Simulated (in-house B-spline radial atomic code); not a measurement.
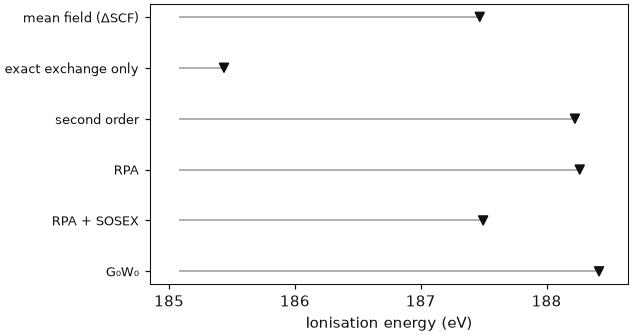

The ionisation energy of an atom or ion with the configuration [Ne] 3s² by several methods. All-electron spherical atom, non-relativistic, HSE06 start, no spin-orbit coupling, Breit or QED terms; computed with a B-spline radial code. Differences of total energies, each species on its own start, beside the G₀W₀ level.

Name the element and charge.

Answer. Ca⁸⁺ (calcium, Z = 20). The values run from 185.44 eV (exact exchange only) to 188.42 eV (G₀W₀).
